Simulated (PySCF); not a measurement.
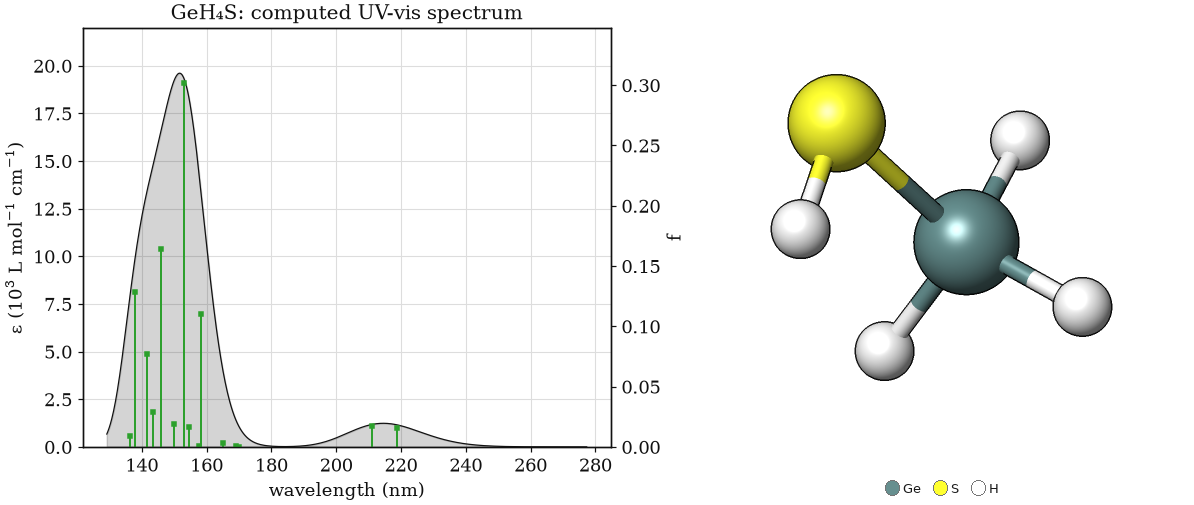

Computed absorption of GeH₄S, singlet. Vertical TDDFT excitations, CAM-B3LYP/def2-SVPD in PySCF 2.14.0, at a PBE0-D3(BJ)/def2-SVP geometry (no frequency check), gas phase. Only the first 15 singlet excitations are included; each is broadened by a Gaussian of 1/e half-width 0.40 eV. Sticks give oscillator strengths (right axis).

Q: Which of the computed transitions is the brightest, and what character does the calculation give it?

A: S9 at 8.11 eV (153 nm), f = 0.302, mixed, the largest part being HOMO → LUMO+7 (34 %).

Q: Where is the maximum of the broadened curve, and how high is it?

A: At about 8.2 eV (152 nm), with ε near 20000 L mol⁻¹ cm⁻¹.

Note: states above the negative HOMO energy depend on the basis; core orbitals are frozen in the response.
